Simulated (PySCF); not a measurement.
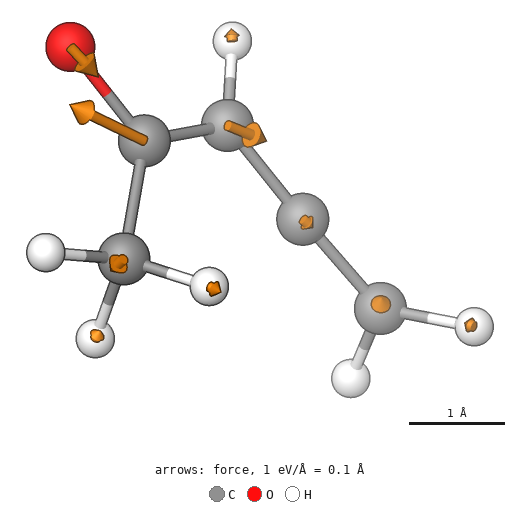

Starting geometry of C$_{5}$H$_{6}$O with the computed forces as orange arrows. Style: ball-and-stick. Shown from a free direction.

The start comes from MMFF94s. Its atoms were then displaced at random by about 0.03 Å.

Level of theory: PySCF 2.14.0, density-fitted response routines, PBE0-D3(BJ)/def2-SVP geometry optimisation, gas phase. 

Question: Is this structure relaxed? If not, where do the atoms go?

Answer: It isn't relaxed: the largest force vector, on a C atom, is 10.94 eV/Å. The final displacements follow the starting forces only in part (cosine between the two patterns 0.67). The energy falls by 96.4 kJ/mol in 7 geometry steps. A C atom moves most after the best rigid fit: 0.12 Å. By element the largest moves are C 0.12 Å, H 0.08 Å, O 0.03 Å. Near-neighbour distances that change, for instance: C–C 1.337 → 1.491 Å, C–O 1.310 → 1.210 Å, C–H 1.154 → 1.101 Å, C–H 1.060 → 1.096 Å. Among the angles between lasting bonds that change: C–C–C 126.5° → 118.0°, C–C–O 114.1° → 122.4°, C–C–H 122.4° → 114.9°. The run took 34 s on 1 thread of Arm Neoverse V1, on a shared host.
